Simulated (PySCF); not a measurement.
# SiS (SMILES [Si-]#[S+]): PBE0/STO-3G

Aim: the vertical singlet–triplet gap of SiS at PBE0/STO-3G, from 2 runs. 

The results are computed with PySCF 2.14.0.

20 further runs of the same task are left out: 7 that didn't finish, 13 set aside as unsound or not needed.

## 1. The structure to begin with

SiS: 2 atoms, total charge 0, spin state singlet. SMILES: `[Si-]#[S+]`. Geometry: the measured bond length.

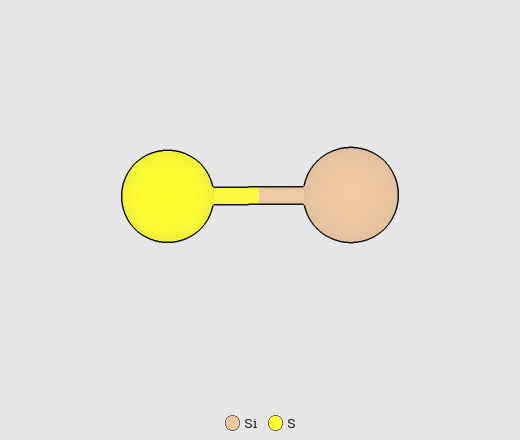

The structure, seen from a chosen angle (silicon light orange, sulfur yellow).

## 2. The energy at PBE0/STO-3G

The input, input.py:

```python
from pyscf import gto, dft

mol = gto.M(
    atom='Si 0.000000 0.000000 0.000000; S 0.000000 0.000000 1.929321',
    verbose=3,
    basis='sto-3g',
    max_memory=1860,
    spin=0,
)

mf = dft.RKS(mol, xc='pbe0')
mf.grids.level = 5
mf.conv_tol = 1e-10
mf.kernel()
if not mf.converged:
    mf = mf.newton().run(mf.mo_coeff, mf.mo_occ)

e_final = mf.e_tot
print('E(%s) = %.9f' % ('PBE0', e_final))
```

Started as:

```console
$ OMP_NUM_THREADS=1 python input.py
```

What it wrote:

```text
converged SCF energy = -679.64292853476
E(PBE0) = -679.642928535
```

Run time: 1.5 s. Hardware: 1 thread of Arm Neoverse V2, shared host; peak memory 0.17 GiB.

## 3. The triplet at the same level

The input, job.py:

```python
from pyscf import gto, dft

mol = gto.M(
    atom='''
Si       0.000000       0.000000       0.000000
S        0.000000       0.000000       1.929321
''',
    spin=2,
    basis='sto-3g',
    max_memory=1860,
    verbose=4,
)

calc0 = dft.UKS(mol)
calc0.xc = 'pbe0'
calc0.conv_tol = 1e-10
calc0.grids.level = 5
calc0.kernel()
if not calc0.converged:
    calc0 = calc0.newton().run(calc0.mo_coeff, calc0.mo_occ)

energy = calc0.e_tot
print('E = %.10f Eh' % energy)
```

Started as:

```console
$ OMP_NUM_THREADS=1 python job.py
```

What it wrote:

```text
PySCF version 2.14.0

[INPUT] num. atoms = 2
[INPUT] num. electrons = 30
[INPUT] charge = 0
[INPUT] spin (= nelec alpha-beta = 2S) = 2
[INPUT] symmetry False subgroup None
[INPUT] Mole.unit = angstrom
[INPUT] Symbol           X                Y                Z      unit          X                Y                Z       unit  Magmom
[INPUT]  1 Si     0.000000000000   0.000000000000   0.000000000000 AA    0.000000000000   0.000000000000   0.000000000000 Bohr   0.0
[INPUT]  2 S      0.000000000000   0.000000000000   1.929321000000 AA    0.000000000000   0.000000000000   3.645888296372 Bohr   0.0

nuclear repulsion = 61.4390737705545
number of shells = 10
number of NR pGTOs = 54
number of NR cGTOs = 18
basis = sto-3g
ecp = {}

[... 31 lines left out ...]
[... the frontier-level lines of each cycle are left out ...]
[... 3 lines left out ...]
[... 5 lines left out ...]
[... 5 lines left out ...]
[... 5 lines left out ...]
[... 5 lines left out ...]
[... 5 lines left out ...]
[... 5 lines left out ...]
[... 5 lines left out ...]

cycle= 8 E= -679.49785568241  delta_E= -2.7e-07  |g|= 2.73e-05  |ddm|= 0.00168


cycle= 9 E= -679.497855684292  delta_E= -1.88e-09  |g|= 1.95e-06  |ddm|= 0.000185


cycle= 10 E= -679.49785568431  delta_E= -1.77e-11  |g|= 5.85e-07  |ddm|= 2.16e-05


Extra cycle  E= -679.497855684309  delta_E= 6.82e-13  |g|= 1.17e-06  |ddm|= 3.4e-06
converged SCF energy = -679.497855684309  <S^2> = 2.0127514  2S+1 = 3.0084889
E = -679.4978556843 Eh
```

It took 2.4 s on 1 thread of Arm Neoverse V2, shared host; peak memory 0.18 GiB.

## 4. Outcome

At PBE0/STO-3G:

| quantity | value |
| --- | --- |
| singlet: total energy | -679.64293 Eh |
| singlet: dipole moment | 1.19 D |
| singlet: HOMO energy | -3.97 eV |
| singlet: LUMO energy | 2.65 eV |
| singlet: HOMO–LUMO gap | 6.61 eV |
| triplet: total energy | -679.49786 Eh |
| triplet: dipole moment | 1.79 D |
| triplet: HOMO energy (highest over α and β) | 0.06 eV |
| triplet: ⟨S²⟩ | 2.013 |
| vertical energy of the triplet above the singlet | 3.948 eV |

In words: At this shape the triplet lies 3.95 eV (91 kcal/mol) above the singlet. In a minimal basis such a difference can be off by several eV, whatever the method.
